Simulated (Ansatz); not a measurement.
```yaml
atoms:
  - { symbol: O, position_ang: [0.1609, -1.1208, -0.6684] }
  - { symbol: C, position_ang: [0.1993, -0.3031, 0.2718] }
  - { symbol: O, position_ang: [0.6251, -0.3877, 1.4233] }
  - { symbol: O, position_ang: [-0.3581, 0.9715, -0.0560] }
  - { symbol: H, position_ang: [-0.6272, 0.8402, -0.9706] }
```

Geometry: PBE0-D4/def2-TZVPD.

The calculation used Ansatz, RKS PBE0-D4/def2-TZVPPD.

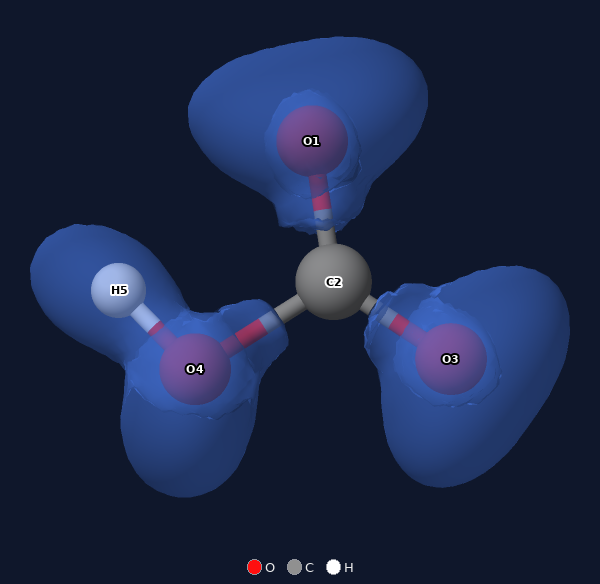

CHO₃ (SMILES O=C([O-])O) (charge −1). Isosurface of the electron localisation function at 0.75 (blue), seen across its widest extent. Only the valence region is drawn (cores and ρ < 0.01 e/Å³ removed).

Where are the electrons localised?

At this value the surface marks out two regions on O in which the atom's valence shell and bonds are merged and one joined region spread over several atoms (H, O), in which their bonds and any lone pairs are merged.

Values along the shortest contacts:
C–O (1.23 Å): the ELF peaks at about 0.85 between the atoms; a polar covalent bond. O–H (0.96 Å): the ELF climbs to about 1 towards the hydrogen, as it does in any bond to H (an ordinary covalent bond to hydrogen).
